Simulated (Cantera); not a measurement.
Input: 1 mol SiH2Cl2, 0.2 mol C2H4, 180 mol H2, 0.15 mol CH4, held at 2298 K.

These are equilibrium values from Cantera (NASA tables, ideal gas, pure condensed phases), not measurements of a reactor. Candidate condensed phases: C, C6H6, C7H8, C8H18, Si, SiC; 109 gas species. Mutual solubility and eutectic melting of coexisting phases are not modelled. The tables' values for SiCl are old estimates; treat these amounts as uncertain. Gases not in the tables: Si2H6 and higher silanes. Rates play no part.

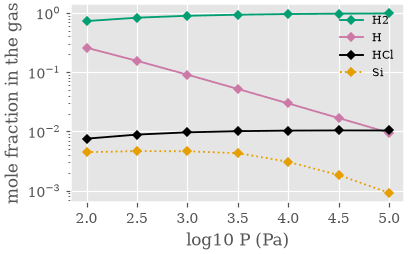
Fig. 1. Equilibrium gas composition (values under 1e-9 drawn at 1e-9)

Problem. Read off the mole fractions at 2.40 Torr.

Solution. H2 about 0.83, H about 0.15, HCl about 0.0088, Si about 0.0046.
